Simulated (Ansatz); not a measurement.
Bands of a (10,0) black phosphorus nanotube, along its axis.

Computed with PBE (plane waves to 420 eV, PAW; Ansatz, a program for electronic structure). Mesh 1×1×10. No spin polarisation. Periodic along z alone, with about 11 Å of vacuum beside it. A hypothetical model, rolled from the flat sheet. Symmetry and one short period hold its shape; lower forms weren't sought.

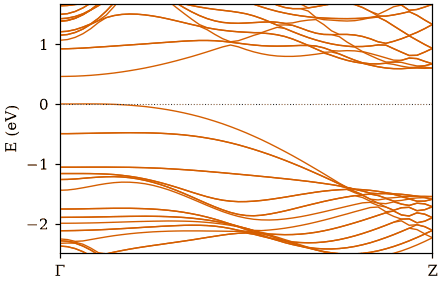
Figure: Bands from the zone centre to the zone edge (period 3.30 Å); the dotted line marks the highest filled level

Is it a metal or a semiconductor at this level? Give what the bands show.

A semiconductor in PBE.
| Quantity | Result |
|---|---|
| PBE gap | 0.46 eV, nearly direct, from k = 0.042 × 2π/c to Γ |
